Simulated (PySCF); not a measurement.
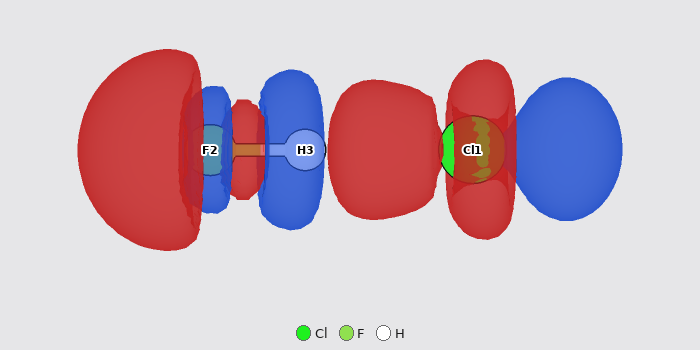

*ClFH, charge −1, SMILES `[Cl-].F`. Density of the complex less the densities of the two fragments at the same geometry, ±0.008 e/Å³ (red: gain, blue: loss). Fragment A: Cl(−1) (atom 1); fragment B: HF.*

Method: PBE/6-31+G*; geometry: GFN2-xTB; program: PySCF. GFN2-xTB bond lengths at metals and heavier atoms can be off by up to 0.1 Å and shapes distorted, which carries into these values.

The calculation's input:

```python
import numpy as np
from pyscf import gto, scf, dft
from pyscf.scf import atom_ks, atom_hf
from scipy.linalg import block_diag
from pyscf.dispersion import dftd3

def solve(mol, dm0=None, hcore=None):
    mf = (dft.UKS if mol.spin else dft.RKS)(mol, xc='pbe')
    mf.grids.level = 3
    mf = mf.density_fit(auxbasis='def2-universal-jkfit')
    mf.conv_tol, mf.max_cycle = 1e-8, 80
    if hcore is not None:
        mf.get_hcore = lambda *args: hcore
    mf.kernel(dm0)
    if not mf.converged:
        mf = mf.newton().run(mf.mo_coeff, mf.mo_occ, max_cycle=30)
    assert mf.converged, 'SCF not converged'
    return mf

mol = gto.M(atom='''
Cl    -0.98899    -0.00001     0.00000
F      1.78139    -0.00003     0.00000
H      0.78026     0.00035     0.00000
''', basis='6-31+g*', charge=-1, spin=0, verbose=4)
mol_a = gto.M(atom='''
Cl    -0.98899    -0.00001     0.00000
ghost-F      1.78139    -0.00003     0.00000
ghost-H      0.78026     0.00035     0.00000
''', basis='6-31+g*', charge=-1, spin=0, verbose=4)
mol_b = gto.M(atom='''
ghost-Cl    -0.98899    -0.00001     0.00000
F      1.78139    -0.00003     0.00000
H      0.78026     0.00035     0.00000
''', basis='6-31+g*', charge=0, spin=0, verbose=4)
ab, a, b = solve(mol), solve(mol_a), solve(mol_b)
e_int = ab.e_tot - a.e_tot - b.e_tot
print('counterpoise-corrected interaction energy / kcal/mol', e_int * 627.5095)
def disp(atoms, charge):
    m = gto.M(atom=atoms, charge=charge, basis='sto-3g', spin=None, unit='Bohr', verbose=0)
    return dftd3.DFTD3Dispersion(m, xc='pbe', version='d3bj').get_dispersion()['energy']
e_disp = disp(mol._atom, mol.charge) - disp(mol._atom[:1], mol_a.charge) - disp(mol._atom[1:], mol_b.charge)
print('D3(BJ) part / kcal/mol', e_disp * 627.5095)
# spherically averaged free atoms, for the promolecule
atm = atom_ks.get_atm_nrks(mol, xc='pbe')
pro = block_diag(*[(atm[a[0]][2] * atm[a[0]][3]) @ atm[a[0]][2].T for a in mol._atom])
np.savez('result.npz', e_int=e_int, e_disp=e_disp, dm_a=a.make_rdm1(), dm_b=b.make_rdm1(), c=ab.mo_coeff, occ=ab.mo_occ, eps=ab.mo_energy, pro=pro, d=[f.dip_moment(verbose=0) for f in (ab, a, b)])
```

Run with:

```sh
OMP_NUM_THREADS=1 python input.py
```

The run took 11 s on 1 thread of Intel(R) Xeon(R) Platinum 8175M CPU @ 2.50GHz (Skylake/Cascade Lake) (shared host), peak memory 0.19 GiB.

Partitions, critical points and surface values were worked out afterwards from this run's density.

Question: How is the density rearranged on binding?

Answer: Hirshfeld charges show 0.087 e passing from A to B. By Hirshfeld charges, electrons gather most on F2 (−0.103 e) and leave Cl1 most (+0.087 e); 0.23 e is displaced in all.

Question: What is the interaction energy, and which contacts carry it?

Answer: The counterpoise-corrected interaction energy of the frozen fragments is −27.0 kcal/mol without dispersion correction and −27.4 kcal/mol with D3(BJ). The pair geometry is semi-empirical, not a minimum at this level. Contacts: Cl1···H3, hydrogen bond, 1.77 Å, ρ = 0.066 a.u. The pose is a local one from a semi-empirical search, not shown to be the most stable.
